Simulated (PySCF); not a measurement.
## Electronic structure of C$_{6}$H$_{9}$OSi (SMILES [CH2]Cc1coc([SiH3])c1) (doublet) in real space

Input file:

```
{"job": {"kind": "epr", "basis": "pcH-1"}, "charge": 0, "multiplicity": 2}
C     -2.872353     0.425067     0.514911
C     -2.139257    -0.842919     0.325583
C     -0.705337    -0.496344     0.020032
C     -0.129198    -0.337980    -1.208597
O      1.156064     0.027929    -1.090834
C      1.438340     0.123054     0.232865
Si     3.173006     0.636588     0.712421
C      0.316228    -0.186738     0.952026
H     -2.868806     0.911110     1.471391
H     -3.179969     0.994289    -0.341044
H     -2.549694    -1.410420    -0.512788
H     -2.172406    -1.453831     1.229922
H     -0.518413    -0.468343    -2.199447
H      3.302679     0.422897     2.153698
H      3.374370     2.050743     0.386824
H      4.133957    -0.182415    -0.027268
H      0.233790    -0.200656     2.019857
```

Command:

```sh
OMP_NUM_THREADS=1 python probes_run.py task.json out
```

Geometry: GFN2-xTB.

Level of theory: UKS B3LYP, pcH-1 on C H O Si, non-relativistic, mean-field spin-orbit, GIAO in PySCF 2.14.0, density-fitted response routines.

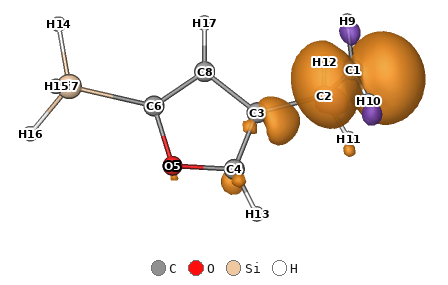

Figure 1. Isosurfaces of the spin density (α minus β) at +0.03 (orange) and −0.03 e/Å³ (purple), seen across its widest extent.

> Where is the unpaired spin?

The unpaired spin (1 electron) lies mostly on C1 (about 0.7) and H10 (about 0.1), in electrons by Hirshfeld's partition.

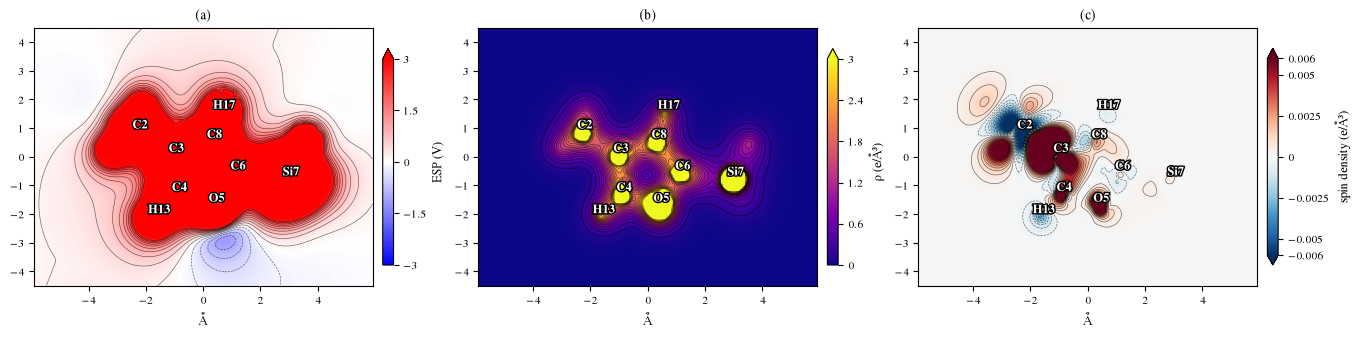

Figure 2. (a) molecular electrostatic potential; (b) electron density; (c) spin density on the plane of atoms C3, C4 and H13.

> What do the fields say about this system?

- Atoms in the plane: C, O, Si and H.
- C–O (1.34 Å): ρ is about 1.8 e/Å³ halfway.
- C–C (1.37 Å): ρ is about 2.2 e/Å³ halfway.
- C–Si (1.87 Å): ρ is about 0.74 e/Å³ halfway.
- C–H (1.07 Å): ρ at the midpoint is about 2.1 e/Å³.
- C–C (1.42 Å): ρ is about 1.9 e/Å³ halfway.
- Outside the dense part of the molecule the potential is most negative (−1.2 V) near O5.

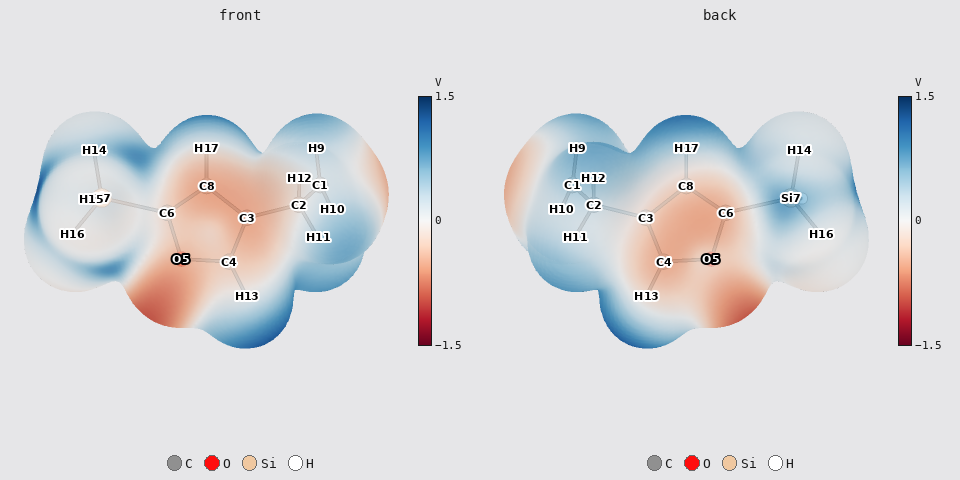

Figure 3. The electrostatic potential painted on the density surface at 0.002 e/bohr³, seen from the front and from behind; red is negative and blue positive.

> Which sites attract a positive test charge, and which a negative one?

A positive charge is drawn to the negative regions and a negative charge to the positive ones. The most negative region (about −0.9 V) lies over O5, the most positive (about +1.2 V) over Si7 and H13.
